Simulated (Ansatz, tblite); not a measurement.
# AlCl2Br (AlBrCl₂): spin states and exact exchange

Aim: set other spin states of AlCl2Br (AlBrCl₂) against its singlet, on many levels of theory.

Program: Ansatz 0.2.0, Gaussian basis. Level of theory: as each input shows. These are calculated values, not measurements.

The runs, in order: triplet, at the geometry of the singlet (GFN1-xTB, GFN2-xTB, PBE0-D4/def2-TZVP, PBE-D4/def2-TZVP, r2SCAN-D4/def2-TZVP); the singlet's energies come from earlier runs.

## Step 1: The geometry

The geometry is that of the singlet, from an earlier relaxation (B3LYP-D4/def2-SVP).

4 atoms, charge 0, spin multiplicity 1.

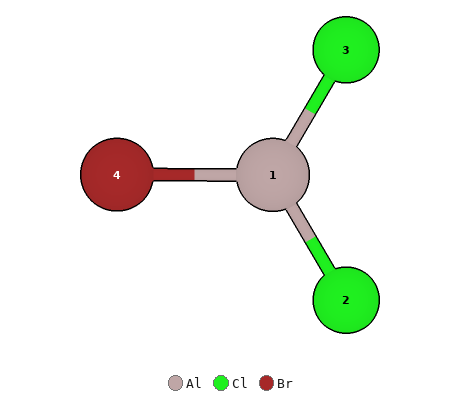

The geometry (aluminium light grey, chlorine green, bromine red); atoms are numbered from 1 in the order of the file.

## Step 2: Triplet at the fixed geometry, GFN1-xTB

Tight binding, by tblite at 300 K electronic temperature and without a spin-polarisation term:

```python
tblite.interface.Calculator('GFN1-xTB', numbers, positions, charge=0, uhf=2).singlepoint()
```

Energy -373.1354 eV; 0.004 s.

## Step 3: Triplet at the fixed geometry, GFN2-xTB

Tight binding, by tblite at 300 K electronic temperature and without a spin-polarisation term:

```python
tblite.interface.Calculator('GFN2-xTB', numbers, positions, charge=0, uhf=2).singlepoint()
```

Energy -388.8878 eV; 0.006 s.

## Step 4: Triplet at the fixed geometry, PBE0-D4/def2-TZVP

in.yaml reads:

```yaml
crystal:
  periodic: [false, false, false]
  atoms:
    - {symbol: Al, position_ang: [0.016928, 0.028464, -0.000075]}
    - {symbol: Cl, position_ang: [2.103890, 0.011454, 0.012743]}
    - {symbol: Cl, position_ang: [-0.994317, 1.854095, -0.017716]}
    - {symbol: Br, position_ang: [-1.126502, -1.894014, 0.005058]}
basis:
  gaussian: {orbitals: def2-TZVP}
magnetization: {spin_polarized: true, initial_magnetization: 2}
hamiltonian: {xc: pbe0, dispersion: d4}
scf: {omitted_lower_state_checks: [starts]}
output: {orbitals: {seedname: orbitals}}
```

On the command line:

```bash
ansatz run in.yaml --threads 4 --pin off --events-out ev --progress --plain --max-ram 3916MiB
```

Log:

```text
Functional definition: PBE0
  name "PBE0"
  cite "Adamo & Barone, J. Chem. Phys. 110, 6158 (1999) doi:10.1063/1.478522"
  cite "Perdew, Burke & Ernzerhof, Phys. Rev. Lett. 77, 3865 (1996) doi:10.1103/PhysRevLett.77.3865"
  parent pbe
  parameter a = 0.25
  parameter kappa = 0.804
  parameter beta = 0.06672455060314922
  exchange = (1 - a)*pbe_x(kappa = kappa, mu = beta*pi^2/3) + a*exact_x
  correlation = pbe_c(beta = beta)
these checks for a lower state are left out or cut short: starts
983 factors; integrals over basis functions are off by at most 1.3e-3 eV
mean field evaluation 1: about -101668.1498 eV, gradient 1.7e1 eV
mean field evaluation 2: about -101662.8944 eV, gradient 3.3e1 eV
mean field evaluation 4: about -101669.8899 eV, gradient 2.5e0 eV
mean field evaluation 8: about -101670.0181 eV, gradient 5.4e-1 eV
mean field evaluation 16: about -101670.0200 eV, gradient 2.2e-3 eV
mean field -101670.01999675 eV, -3736.3043204658 hartree, gradient 1.1e-5 eV, S^2 2.007115; 0 other end points of the search recorded, 0 dependent functions left out
reference -101670.02002493 eV, -3736.3043215014 hartree; 42, 40 occupied and 117, 119 virtual orbitals, 983 factors
Total energy: -101670.14843570 eV, -3736.3090405102 hartree
Checks for a lower state left out: starts
```

Wall time 6 s (4 threads of Arm Neoverse V2, shared host).

Report: HOMO -3.36 eV, LUMO -7.70 eV (over both spins; with the spin held, an empty level of the minority spin lies below the top filled one); ⟨S²⟩ 2.007 (pure: 2.00).

## Step 5: Triplet at the fixed geometry, PBE-D4/def2-TZVP

start.molden holds the orbitals of an earlier run on this state, given as this run's starting guess.

Edit in.yaml of step 4 so:

```diff
@@ -8,5 +8,5 @@
 basis:
-  gaussian: {orbitals: def2-TZVP}
+  gaussian: {orbitals: def2-TZVP, initial_orbitals: start.molden}
 magnetization: {spin_polarized: true, initial_magnetization: 2}
-hamiltonian: {xc: pbe0, dispersion: d4}
+hamiltonian: {xc: pbe, dispersion: d4}
 scf: {omitted_lower_state_checks: [starts]}
```

Launched as before.

Log:

```text
Functional definition: PBE
  name "PBE"
  cite "Perdew, Burke & Ernzerhof, Phys. Rev. Lett. 77, 3865 (1996) doi:10.1103/PhysRevLett.77.3865"
  parent pbe
  parameter kappa = 0.804
  parameter beta = 0.06672455060314922
  exchange = pbe_x(kappa = kappa, mu = beta*pi^2/3)
  correlation = pbe_c(beta = beta)
these checks for a lower state are left out or cut short: starts
1147 factors; their error is unknown
mean field evaluation 1: about -101665.3893 eV, gradient 1.1e1 eV
mean field evaluation 2: about -101665.5133 eV, gradient 2.7e-1 eV
mean field evaluation 4: about -101665.4921 eV, gradient 4.2e-2 eV
mean field evaluation 8: about -101665.4921 eV, gradient 1.5e-5 eV
mean field -101665.49210533 eV, -3736.1379235253 hartree, gradient 1.5e-5 eV, S^2 2.003765; 0 other end points of the search recorded, 0 dependent functions left out
reference -101665.49214269 eV, -3736.1379248981 hartree; 42, 40 occupied and 117, 119 virtual orbitals, 1147 factors
Total energy: -101665.63942902 eV, -3736.1433375709 hartree
Checks for a lower state left out: starts
```

Wall time 2.5 s (4 threads of Arm Neoverse V2, shared host).

From the report: HOMO -2.65 eV, LUMO -7.98 eV (over both spins; with the spin held, an empty level of the minority spin lies below the top filled one); ⟨S²⟩ 2.004 (pure: 2.00).

## Step 6: Triplet at the fixed geometry, r2SCAN-D4/def2-TZVP

Edit in.yaml of step 5 so:

```diff
@@ -10,3 +10,3 @@
 magnetization: {spin_polarized: true, initial_magnetization: 2}
-hamiltonian: {xc: pbe, dispersion: d4}
+hamiltonian: {xc: r2scan, dispersion: d4}
 scf: {omitted_lower_state_checks: [starts]}
```

The command is unchanged.

Log:

```text
Functional definition: r2SCAN
  name "r2SCAN"
  cite "Furness, Kaplan, Ning, Perdew & Sun, J. Phys. Chem. Lett. 11, 8208 (2020) doi:10.1021/acs.jpclett.0c02405"
  cite "Furness, Kaplan, Ning, Perdew & Sun, J. Phys. Chem. Lett. 11, 9248 (2020) doi:10.1021/acs.jpclett.0c03077"
  parent r2scan
  parameter k0 = 0.174
  parameter k1 = 0.065
  parameter a1 = 4.9479
  exchange = r2scan_x(k0 = k0, k1 = k1, a1 = a1)
  correlation = r2scan_c
these checks for a lower state are left out or cut short: starts
1147 factors; their error is unknown
mean field evaluation 1: about -101686.9181 eV, gradient 7.9e0 eV
mean field evaluation 2: about -101686.9804 eV, gradient 1.8e-1 eV
mean field evaluation 4: about -101686.9539 eV, gradient 1.2e-2 eV
mean field evaluation 8: about -101686.9539 eV, gradient 1.7e-5 eV
mean field -101686.95386301 eV, -3736.9266285725 hartree, gradient 1.7e-5 eV, S^2 2.007587; 0 other end points of the search recorded, 0 dependent functions left out
reference -101686.95387520 eV, -3736.9266290207 hartree; 42, 40 occupied and 117, 119 virtual orbitals, 1147 factors
Total energy: -101686.98616317 eV, -3736.9278155816 hartree
Checks for a lower state left out: starts
```

Wall time 7.5 s (4 threads of Arm Neoverse V2, shared host).

HOMO -2.70 eV, LUMO -8.19 eV (over both spins; with the spin held, an empty level of the minority spin lies below the top filled one); ⟨S²⟩ 2.008 (pure: 2.00).

## Step 7: Triplet less singlet, vertical

The singlet's energies are those of its earlier runs, whose logs aren't repeated here.

| level | triplet less singlet, vertical (eV) | time |
| --- | --- | --- |
| GFN1-xTB | +4.999 | 0.008 s |
| GFN2-xTB | +4.545 | 0.01 s |
| PBE-D4/def2-TZVP | +5.309 | 3.6 s |
| r2SCAN-D4/def2-TZVP | +5.727 | 10 s |
| PBE0-D4/def2-TZVP | +5.901 | 8.6 s |

Times add the two runs; a level without a time comes out of a correlated run. Tight binding without a spin term can't rank spin states.

## Step 8: Outcome

| quantity | value |
| --- | --- |
| triplet less singlet, vertical, functionals in def2-TZVP | +5.309 (PBE-D4) to +5.901 eV (PBE0-D4) |

What this shows: All functionals put the triplet above the singlet, over a spread of 0.592 eV. The checks for a lower triplet were left out, so another state of that spin may lie lower. These are electronic energies, without zero-point motion, entropy or surroundings.
